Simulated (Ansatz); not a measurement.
The starting structures come from a database of crystals and need not be the phases stable at ambient conditions.

 Where the default PAW files enter, the runs use the earlier of Ansatz's two default sets.

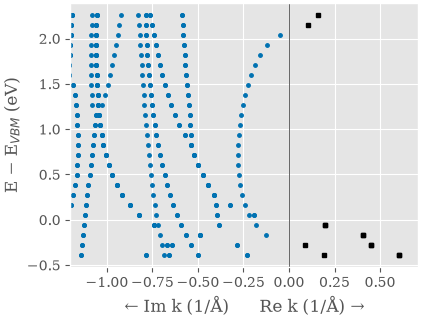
Complex bands at the centre of the two-dimensional zone; PBEsol run with Ansatz (a program for electronic structure)

The gap is the functional's own. No spin-orbit coupling. Mid-gap values are interpolated on the energy grid.

Question: This is K₂H₆PbO₆ (R-3, not sure to be the ambient phase, 15 atoms a cell, 11.5 Å³ an atom, -3 GPa at this level) along the normal of (001). Read off the slowest decay at the centre of the two-dimensional zone at 1.04 eV, the computed energy nearest the middle of the gap.

Answer: κ ≈ 0.27 1/Å, a decay length 1/(2κ) of the density of 1.8 Å.
